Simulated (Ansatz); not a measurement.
# Nb-Ti stack of (111) layers: lattice stability ahead of a resistivity run, part 2 of 2

Question: is the lattice of Nb-Ti stack of (111) layers stable, and if so, what are its coupling constant and resistivity?

Ansatz 0.2.0; DFT PBEsol, scalar-relativistic, plane waves, PAW; PAW set soft_1.

So far. Step 3 (Relaxing tightly for phonons): Little changed from the start: no atom moved by 0.005 Å and no cell edge by 0.1 %.

### 4. Phonons by linear response: q 2×2×1, k 6×6×1

Couplings are defined for a stable lattice alone, so phonons come first.

input.yaml reads:

```yaml
crystal:
  lattice:
    - [2.7616154792, 2.7277e-06, 0.0]
    - [-1.3808101018, 2.3916277966, 0.0]
    - [0.0, 0.0, 28.5726751719]
  atoms:
    - { symbol: Nb, position: [0.0, 0.0, 0.1917566104] }
    - { symbol: Ti, position: [0.3333333333, 0.6666666667, 0.2767448484] }
  periodic: [true, true, false]
kpoints:
  mp_grid: { grid: [6, 6, 1] }
hamiltonian:
  xc: pbesol
  pseudopotentials: { kind: paw, azcp: { folder: soft_1 }, xc_functional: pbe }
scf:
  occupations: { method: methfessel_paxton, width: 0.2 }
output:
  eigenvalues: true
phonons:
  method: dfpt
  qmesh: [2, 2, 1]
  temperatures: { t_max: 1000, t_step: 50 }
  qpath:
    path:
      - [0.0, 0.0, 0.0]
      - [0.5, 0.0, 0.0]
      - [0.33333333, 0.33333333, 0.0]
      - [0.0, 0.0, 0.0]
    npoints: 10
```

The run is started by

```bash
$ ansatz run input.yaml --threads 4 --pin off --max-ram 12288MiB --backend cpu --events-out ev --progress --plain --runs-dir out
```

Numbers of over 12 decimals in the logs are rounded to 6 here.

Log:

```text
[...]
Crystal: 2 atoms, lattice volume = 188.716 Å³
Basis set: ecut = 420 eV, 3677 PW (Γ), exchange–correlation on 40×40×384 points (8 copies of the dense FFT grid, shifted against one another)
Bands: 17, of which v1, the nominal top of the filled ones, is band 13 counted from 1 (12 counted from 0)
Symmetry: 6 space group operations
k-points: 7 of 36 (time reversal used)
[...]
SCF iter   1: F=—  HF=-6969.636968 eV  |F-HF|=—  |Δ(HF+E_count)|=         —  Δρ=4.60e-2  dr2=3.43e1  ethr=3.10e-3  ⟨swp⟩=11.3  Hψ=1049  notcnv=0
[...]
SCF iter   2: F=—  HF=-6967.824593 eV  |F-HF|=—  |Δ(HF+E_count)|=    1.81e0  S|Δr|=    0.00e0  Δρ=3.03e-2  dr2=1.46e1  ethr=3.10e-3  ⟨swp⟩=10.7  Hψ=1526  notcnv=0
automatic band count: the SCF goes on with 21 bands, as 17 were too few: they end inside the smearing window of the response
SCF iter   3: F=—  HF=-6967.319341 eV  |F-HF|=—  |Δ(HF+E_count)|=   5.05e-1  S|Δr|=    0.00e0  Δρ=8.17e-3  dr2=4.52e-1  ethr=3.10e-3  ⟨swp⟩=4.7  Hψ=481  notcnv=0  defer=9
[...]
SCF iter  15: F=-6967.268206 eV  HF=-6967.268206 eV  |F-HF|=2.16e-10  |Δ(HF+E_count)|=  4.67e-10  S|Δr|=    0.00e0  Δρ=4.41e-8  dr2=2.52e-12  ethr=1.00e-12  ⟨swp⟩=23.9  Hψ=1277  notcnv=0
SCF 1 converged in 15 iterations: F = -6967.268206 eV  dr2 = 2.52e-12
[...]
phonons: the bands overlap, so this run is a metal and interpolates without the dipole-dipole term. If the crystal is really an insulator or semiconductor, its LO-TO splitting is missing
NSCF: frozen V_eff on 7 k-points
[...]
DFPT response loops at q = (0, 0, 0) (fractional): preconditioner auto → none (partly filled bands, converged f_vac=0.741); β = 0.50; Broyden in place of MSR1
[...]
SCF converged after 15 iterations
Stability not checked: this state was not tested for a lower state beside it, because cold or Methfessel-Paxton smearing, or corrected tetrahedra, fill the levels in a way that the test cannot read (fill_not_monotonic; see scf.lower_state_search)
Free energy (F): -6967.268206 eV
[...]
Internal energy: -6967.265221 eV  (E = F + TS)
E sigma→0 (E₀):  -6967.267460 eV
Entropy (-TS):   -0.002986 eV (-1.493 meV/atom)
Fermi energy:    -4.572505 eV
[...]
--- Band table (eV; the first three rows and the last of 7) ---
  k-point 0: bands = [... 9 lower, -8.5585, -5.5321, -4.9198, -4.1690, -4.1688, -4.1688, -3.6591, -3.6591, ... 4 higher]
  k-point 1: bands = [... 9 lower, -7.5988, -5.4623, -5.1007, -4.9820, -4.3979, -3.9700, -3.2104, -3.0274, ... 4 higher]
  k-point 2: bands = [... 9 lower, -7.3362, -6.3662, -5.2593, -4.4868, -3.8081, -2.8324, -2.4398, -1.5767, ... 4 higher]
  k-point 6: bands = [... 9 lower, -5.9791, -5.5273, -4.8883, -4.8097, -4.5215, -4.5017, -2.6748, -1.7492, ... 4 higher]
  ° read free of the cell's end (the report's vacuum.weakly_bound_levels)
--- Phonons (Γ-DFPT): 4 representative perturbations + reference (Σ response iterations 23) ---
  ASR residual: 3.701e-5 → 0.000e0 eV/Å²; symmetrization residual: 2.588e-5 eV/Å²
  ASR residual per site (eV/Å²): 2.19e-5 3.70e-5
  Γ frequencies (cm⁻¹): -28.10 -28.10 0.00 0.00 0.00 233.14
--- Phonons (arbitrary-q DFPT): 2 irreducible q on the 2×2×1 mesh ---
  q = [0.0000, 0.0000, 0.0000] (star 1, of the zone-centre solve; hermiticity 4.10e-6, symmetrization 2.05e-6): -28.10 -28.10 -0.00 -0.00 0.00 233.14
  q = [0.0000, -0.5000, 0.0000] (star 3, 6 solved perturbations in 106 linear systems a pass and spin channel, the states on 20 of 36 k-point pairs; hermiticity 1.33e-5, symmetrization 5.73e-6): -94.02 -42.51 102.95 163.35 163.38 227.24
  sum rule: each row above includes the acoustic sum rule's correction from the zone centre's row sums; it moved no ω² by more than (0.46 cm⁻¹)²
  mesh force constants: q→R imaginary residual 2.24e-17; ASR residual 3.701e-5 → 0.000e0 eV/Å²; symmetrization residual 5.329e-15 eV/Å²
  interpolated dispersion: 31 rows × 6 modes
  density of states and harmonic sums: on the 26×26×1 q-mesh, interpolated from the force constants of a 2×2×1 supercell (no non-analytic term)
  largest difference from the sums on the solved wave vectors: F 2.83e-1 eV, S 3.87e-4 and C_V 1.03e-4 eV/K
  zero-point energy: 0.037410 eV/cell   skipped modes (ω ≤ 0): 111, of them read as no rigid motion or as one in doubt: 108 (1.547e0 modes/cell left out, lowest -94.07 cm⁻¹)   left out of the sums: 2.59e-1 of the cell's modes: C_V's classical limit lies that fraction below 3 k_B per atom; for a crystal, a wire or a layer, F and S can be off by more, and a phonons.interpolated_qmesh denser along its periods is the remedy for the sampling
```

Wall time 26 s (4 threads of Arm Neoverse V1, shared host); peak memory 0.74 GiB; 96 s of CPU time.

In the SCF lines HF is the Harris–Foulkes energy and dr2 the Hartree energy of the density residual, in eV; the loop may stop once dr2 is under the threshold and the program's other checks hold. Hψ counts applications of the Hamiltonian.

This step gave:

```
share of imaginary modes in the plain interpolation between solved wavevectors : 0.2555
highest frequency, solved or plainly interpolated                              : 233.1 cm⁻¹
```

Solved on the 2×2×1 mesh alone; all other wavevectors are interpolated. The phonon branches at the labelled points (cm⁻¹):

| point | branch 1 | branch 2 | branch 3 | branch 4 | branch 5 | branch 6 |
| --- | --- | --- | --- | --- | --- | --- |
| Γ | -28 | -28 | 0 | 0 | 0 | 233 |
| M | -94 | -42 | 103 | 163 | 163 | 227 |
| K | -65 | 32 | 77 | 166 | 196 | 207 |
| Γ | -28 | -28 | 0 | 0 | 0 | 233 |

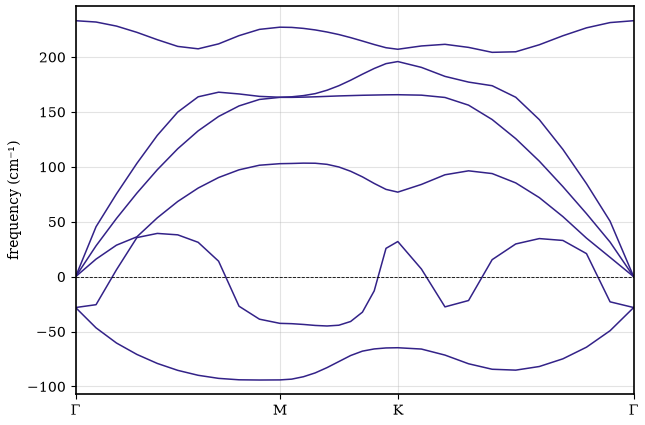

Phonon branches along the path.

Lowest modes at the softest wavevector of the mesh. The modes at q = (0.000, 0.500, 0.000) (shares of kinetic energy by element, %) (negative means imaginary):

| mode | frequency (cm⁻¹) | Nb % | Ti % |
| --- | --- | --- | --- |
| 1 | -94.0 | 18 | 82 |
| 2 | -42.5 | 9 | 91 |
| 3 | 102.9 | 38 | 62 |
| 4 | 163.3 | 85 | 15 |
| 5 | 163.4 | 62 | 38 |
| 6 | 227.2 | 88 | 12 |

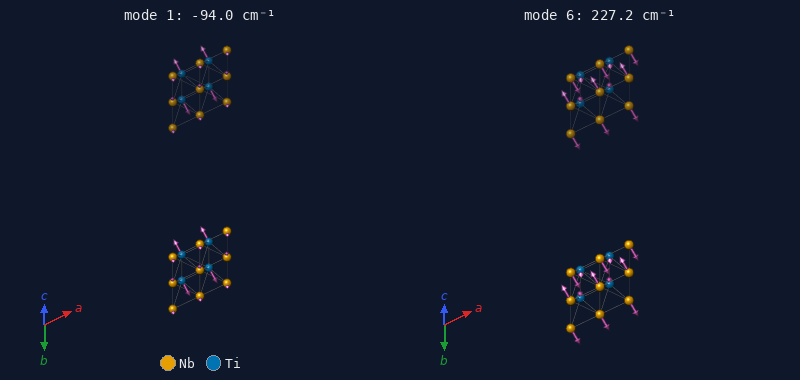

Displacement patterns of modes 1 and 6 at q = (0.000, 0.500, 0.000); arrows are exaggerated. 2×2×2 cells are drawn. Some periodic images of atoms are drawn too.

Among the solved wavevectors the lowest mode, translations apart, is -94 cm⁻¹, imaginary.

### 5. Phonons by linear response: q 3×3×1, k 9×9×1

An imaginary mode on so few k-points may come from the sampling, so the phonons are repeated with another q and k mesh.

Edit input.yaml of step 4 so:

```diff
@@ -10,3 +10,3 @@
 kpoints:
-  mp_grid: { grid: [6, 6, 1] }
+  mp_grid: { grid: [9, 9, 1] }
 hamiltonian:
@@ -20,3 +20,3 @@
   method: dfpt
-  qmesh: [2, 2, 1]
+  qmesh: [3, 3, 1]
   temperatures: { t_max: 1000, t_step: 50 }
```

Log:

```text
[...]
Crystal: 2 atoms, lattice volume = 188.716 Å³
Basis set: ecut = 420 eV, 3677 PW (Γ), exchange–correlation on 40×40×384 points (8 copies of the dense FFT grid, shifted against one another)
Bands: 17, of which v1, the nominal top of the filled ones, is band 13 counted from 1 (12 counted from 0)
Symmetry: 6 space group operations
k-points: 12 of 81 (time reversal used)
[...]
SCF iter   1: F=—  HF=-6969.613330 eV  |F-HF|=—  |Δ(HF+E_count)|=         —  Δρ=4.96e-2  dr2=4.28e1  ethr=3.10e-3  ⟨swp⟩=11.2  Hψ=1772  notcnv=0
[...]
SCF iter  16: F=-6967.213076 eV  HF=-6967.213076 eV  |F-HF|=5.00e-11  |Δ(HF+E_count)|=  8.46e-11  S|Δr|=    0.00e0  Δρ=1.93e-8  dr2=8.10e-13  ethr=1.00e-12  ⟨swp⟩=23.1  Hψ=2146  notcnv=0
SCF 1 converged in 16 iterations: F = -6967.213076 eV  dr2 = 8.10e-13
[...]
SCF converged after 16 iterations
[...]
Free energy (F): -6967.213076 eV
[...]
Internal energy: -6967.212019 eV  (E = F + TS)
E sigma→0 (E₀):  -6967.212812 eV
Entropy (-TS):   -0.001057 eV (-0.528 meV/atom)
Fermi energy:    -4.619358 eV
[...]
--- Band table (eV; the first three rows and the last of 12) ---
  k-point 0: bands = [... 9 lower, -8.5188, -5.5065, -4.8861, -4.1471, -4.1272, -4.1272, -3.6510, -3.6510, ... 4 higher]
  k-point 1: bands = [... 9 lower, -8.0475, -5.4110, -4.8863, -4.6015, -4.3679, -3.8544, -3.6775, -3.3640, ... 4 higher]
  k-point 2: bands = [... 9 lower, -7.1798, -5.6986, -5.2327, -4.9629, -4.4579, -3.7050, -2.7562, -2.5244, ... 4 higher]
  k-point 11: bands = [... 9 lower, -5.9360, -5.5020, -4.8549, -4.7712, -4.4987, -4.4824, -2.6513, -1.7232, ... 4 higher]
  ° read free of the cell's end (the report's vacuum.weakly_bound_levels)
[...]
ASR residual: 7.507e-6 → 0.000e0 eV/Å²; symmetrization residual: 1.958e-5 eV/Å²
  ASR residual per site (eV/Å²): 6.29e-6 7.51e-6
  Γ frequencies (cm⁻¹): -31.69 -31.69 0.00 0.00 0.00 204.24
--- Phonons (arbitrary-q DFPT): 3 irreducible q on the 3×3×1 mesh ---
[...]
interpolated dispersion: 31 rows × 6 modes
[...]
```

Wall time 85 s (4 threads); peak memory 1.1 GiB; 5.5 min of CPU time.

This step gave:

* share of imaginary modes in the plain interpolation between solved wavevectors: 0.192
* highest frequency, solved or plainly interpolated: 241.6 cm⁻¹

Solved on the 3×3×1 mesh alone; all other wavevectors are interpolated. The phonon branches at the labelled points (cm⁻¹):

| point | branch 1 | branch 2 | branch 3 | branch 4 | branch 5 | branch 6 |
| --- | --- | --- | --- | --- | --- | --- |
| Γ | -32 | -32 | 0 | 0 | 0 | 204 |
| M | -48 | -19 | 113 | 118 | 221 | 240 |
| K | -80 | 50 | 143 | 164 | 195 | 209 |
| Γ | -32 | -32 | 0 | 0 | 0 | 204 |

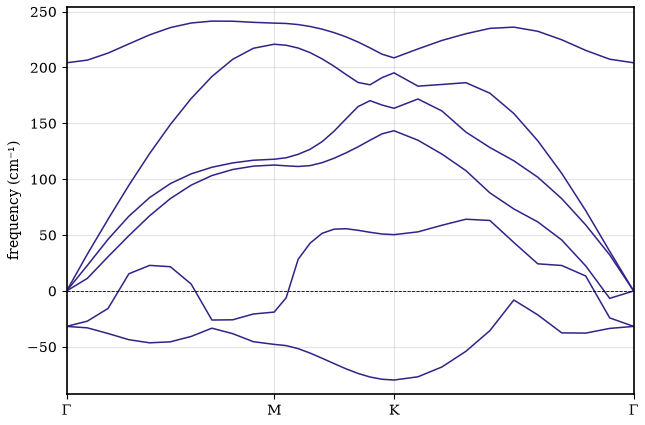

Phonon branches along the path.

Lowest modes at the softest wavevector of the mesh. Modes at q = (0.333, 0.333, 0.000), with each element's share of the kinetic energy (negative means imaginary):

| mode | frequency (cm⁻¹) | Nb % | Ti % |
| --- | --- | --- | --- |
| 1 | -79.7 | 78 | 22 |
| 2 | 50.4 | 12 | 88 |
| 3 | 143.4 | 9 | 91 |
| 4 | 163.5 | 22 | 78 |
| 5 | 195.2 | 91 | 9 |
| 6 | 208.6 | 88 | 12 |

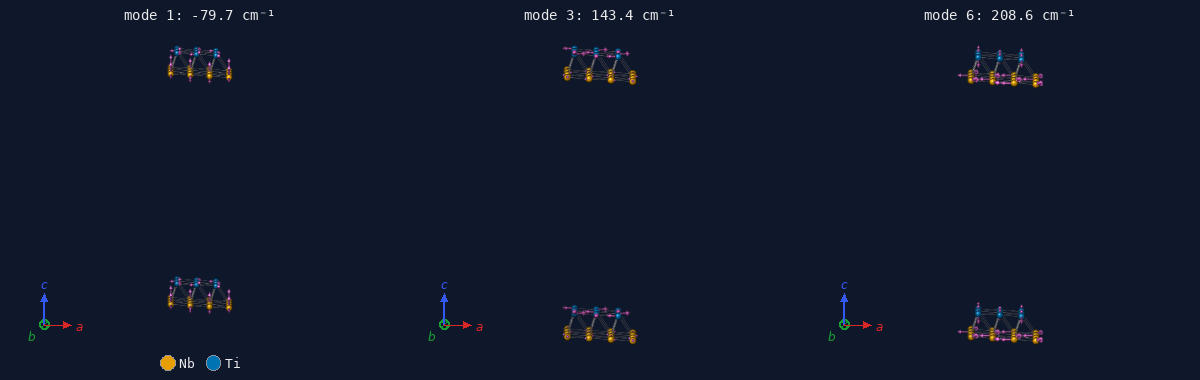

Displacement patterns of modes 1, 3 and 6 at q = (0.333, 0.333, 0.000); arrows are exaggerated. 3×3×2 cells are drawn. Some periodic images of atoms are drawn too.

The modes has structure finer than the step of the table below, so its rows give means over 20 cm⁻¹, whole bins alone (the curve runs from -89.7 to 259 cm⁻¹). Peaks (cm⁻¹: height): Nb -41.5: 0.0281, 22.1: 0.0148, 39.6: 0.0101, 55.0: 0.0120, 109.8: 0.0169, 186.5: 0.0120, 236.9: 0.0349; Ti 22.1: 0.0123, 55.0: 0.0267, 79.1: 0.0120, 109.8: 0.0278, 186.5: 0.0151, 215.0: 0.0121, 236.9: 0.0296.

Phonopy on the run's constants, 21x21x1 mesh, Gaussian sigma 2.5 cm⁻¹. The modes by wavenumber; means over each step; values in 1/cm⁻¹/cell:

| wavenumber (cm⁻¹) | Nb | Ti |
| --- | --- | --- |
| -60 | 0.00851 | 0.00362 |
| -40 | 0.0189 | 0.00675 |
| -20 | 0.00799 | 0.00479 |
| 0 | 0.00366 | 0.00233 |
| 20 | 0.0101 | 0.00736 |
| 40 | 0.00678 | 0.00579 |
| 60 | 0.00862 | 0.0170 |
| 80 | 0.00520 | 0.00823 |
| 100 | 0.0100 | 0.0165 |
| 120 | 0.0123 | 0.0224 |
| 140 | 0.00730 | 0.00722 |
| 160 | 0.00634 | 0.00385 |
| 180 | 0.00701 | 0.00801 |
| 200 | 0.00527 | 0.00998 |
| 220 | 0.0104 | 0.0102 |
| 240 | 0.0183 | 0.0149 |

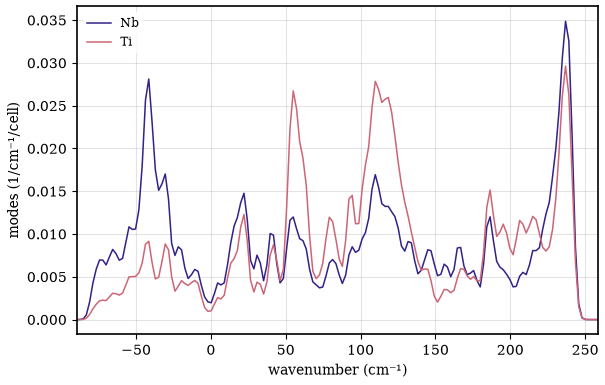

Modes, plotted against wavenumber.

No LO-TO term; unit eigenvectors of the mass-weighted matrix. The modes at Γ (shares of kinetic energy by element, %) (negative means imaginary):

| mode | frequency (cm⁻¹) | symmetry | Nb % | Ti % |
| --- | --- | --- | --- | --- |
| 1 | -31.7 | E | 34 | 66 |
| 2 | -31.7 | E | 34 | 66 |
| 3 | 0.0 | unnamed | 66 | 34 |
| 4 | 0.0 | unnamed | 66 | 34 |
| 5 | 0.0 | unnamed | 66 | 34 |
| 6 | 204.2 | A1 | 34 | 66 |

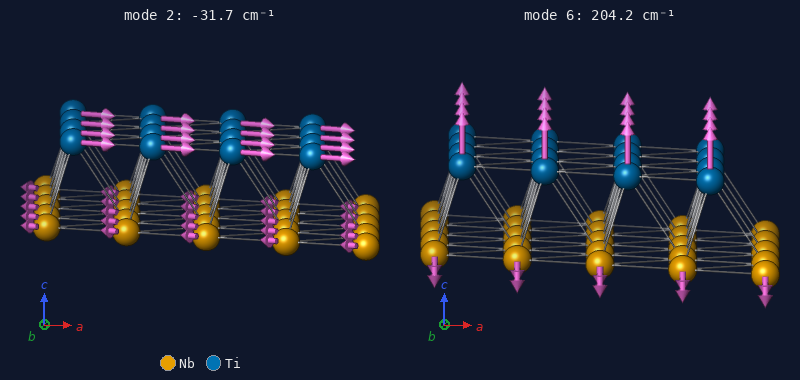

Displacement patterns of modes 2 and 6 at Γ; arrows are exaggerated. 4×4×1 cells are drawn. Some periodic images of atoms are drawn too.

Among the solved wavevectors the lowest mode, translations apart, is -79.7 cm⁻¹, imaginary.

### 6. Lattice stability: Fermi–Dirac smearing of 0.3 eV

The phonons are repeated on the same meshes with a wide Fermi–Dirac smearing, to see whether the soft mode comes from sharp features of the Fermi surface.

Edit input.yaml of step 5 so:

```diff
@@ -15,3 +15,3 @@
 scf:
-  occupations: { method: methfessel_paxton, width: 0.2 }
+  occupations: { method: fermi_dirac, width: 0.3 }
 output:
```

Log:

```text
band count auto-derived: 20 (N_el = 25.0; filled up to band 13; 17 by the electrons, moments and atoms)
[...]
Crystal: 2 atoms, lattice volume = 188.716 Å³
Basis set: ecut = 420 eV, 3677 PW (Γ), exchange–correlation on 40×40×384 points (8 copies of the dense FFT grid, shifted against one another)
Bands: 20, of which v1, the nominal top of the filled ones, is band 13 counted from 1 (12 counted from 0)
Symmetry: 6 space group operations
k-points: 12 of 81 (time reversal used)
[...]
SCF iter   1: F=—  HF=-6970.100509 eV  |F-HF|=—  |Δ(HF+E_count)|=         —  Δρ=4.80e-2  dr2=3.95e1  ethr=3.10e-3  ⟨swp⟩=11.9  Hψ=2067  notcnv=0
[...]
SCF iter  13: F=-6967.684108 eV  HF=-6967.684108 eV  |F-HF|=9.09e-11  |Δ(HF+E_count)|=   2.06e-9  Δρ=5.36e-8  dr2=8.28e-12  ethr=1.00e-12  ⟨swp⟩=13.7  Hψ=2333  notcnv=0
SCF 1 converged in 13 iterations: F = -6967.684108 eV  dr2 = 8.28e-12
[...]
SCF converged after 13 iterations
Free energy (F): -6967.684108 eV
[...]
Internal energy: -6966.721318 eV  (E = F + TS)
E sigma→0 (E₀):  -6967.202713 eV
Entropy (-TS):   -0.962790 eV (-481.395 meV/atom)
Fermi energy:    -4.738802 eV
[...]
--- Band table (eV; the first three rows and the last of 12) ---
  k-point 0: bands = [... 9 lower, -8.5924, -5.5936, -4.9007, -4.2541, -4.2541, -4.2249, -3.6252, -3.6252, ... 3 higher]
  k-point 1: bands = [... 9 lower, -8.1275, -5.4874, -4.9535, -4.6902, -4.4420, -3.8354, -3.7968, -3.3446, ... 3 higher]
  k-point 2: bands = [... 9 lower, -7.2701, -5.7658, -5.3163, -5.0594, -4.4616, -3.7439, -2.7920, -2.5522, ... 3 higher]
  k-point 11: bands = [... 9 lower, -6.0478, -5.5392, -4.9574, -4.9132, -4.4969, -4.4696, -2.7006, -1.7631, ... 3 higher]
[...]
ASR residual: 3.402e-3 → 0.000e0 eV/Å²; symmetrization residual: 2.409e-5 eV/Å²
  ASR residual per site (eV/Å²): 1.91e-3 3.40e-3
  Γ frequencies (cm⁻¹): -30.46 -30.46 0.00 0.00 0.00 201.17
--- Phonons (arbitrary-q DFPT): 3 irreducible q on the 3×3×1 mesh ---
[...]
interpolated dispersion: 31 rows × 6 modes
[...]
```

Run time: 98 s. Hardware: 4 threads; peak memory 1.1 GiB; 6.4 min of CPU time.

This step gave:

- share of imaginary modes in the plain interpolation between solved wavevectors: 0.1693
- highest frequency, solved or plainly interpolated: 242.1 cm⁻¹

Solved on the 3×3×1 mesh alone; all other wavevectors are interpolated. Phonon branches along the path, in cm⁻¹:

| point | branch 1 | branch 2 | branch 3 | branch 4 | branch 5 | branch 6 |
| --- | --- | --- | --- | --- | --- | --- |
| Γ | -30 | -30 | 0 | 0 | 0 | 201 |
| M | -35 | 47 | 134 | 139 | 233 | 242 |
| K | -56 | 85 | 178 | 202 | 203 | 216 |
| Γ | -30 | -30 | 0 | 0 | 0 | 201 |

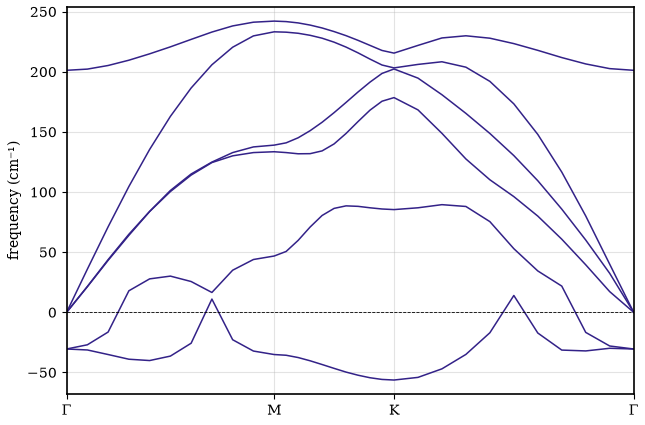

Phonon branches along the path.

Lowest modes at the softest wavevector of the mesh. The modes at q = (-0.333, -0.333, 0.000) (shares of kinetic energy by element, %) (negative means imaginary):

| mode | frequency (cm⁻¹) | Nb % | Ti % |
| --- | --- | --- | --- |
| 1 | -56.3 | 89 | 11 |
| 2 | 85.4 | 21 | 79 |
| 3 | 178.5 | 73 | 27 |
| 4 | 202.3 | 11 | 89 |
| 5 | 203.2 | 79 | 21 |
| 6 | 215.5 | 27 | 73 |

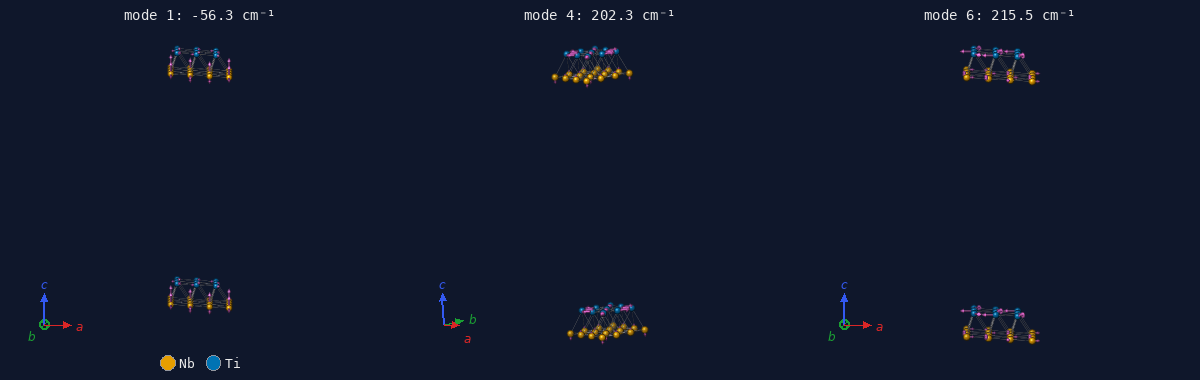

Displacement patterns of modes 1, 4 and 6 at q = (-0.333, -0.333, 0.000); arrows are exaggerated. 3×3×2 cells are drawn. Some periodic images of atoms are drawn too.

Among the solved wavevectors the lowest mode, translations apart, is -56.3 cm⁻¹, imaginary.

For the lowest frequency on the path, step 5 gave -79.7 cm⁻¹; this run, with occupations Fermi-Dirac and smearing width 0.3 eV, gives -56.3 cm⁻¹.

### 7. Outcome

- phonon run of the rows without a label of their own: PBEsol, q 3×3×1, k 9×9×1
- softest mode on the q mesh: -79.7 cm⁻¹ at q = (0.333, 0.333, 0)
- highest frequency, solved or plainly interpolated: 242 cm⁻¹

What this shows: The lattice is dynamically unstable at this level: a mode at q = (0.333, 0.333, 0) is imaginary, 79.7i cm⁻¹, so no harmonic coupling constant or resistivity is defined for this structure. These meshes are coarse, and single modes of a metal can move by tens of cm⁻¹ with the k mesh. The coarser mesh found an imaginary mode at another wavevector, which this mesh lacks. The phonon runs are not spin-polarised. The PAW files were made for PBE; under other functionals the run regenerates their frozen core. The structure was built by hand as an ordered model, and its stability against other phases was not tested.

[Logs are printed without paths, hosts, clocks, repeated set-up lines and the standing remarks that a program may print on its own settings, such as how far it seeks lower states.]

[Hosts, paths, dates, database ids (printed as entryN), source tags and the programs' standing remarks are cut or masked in the printed files.]
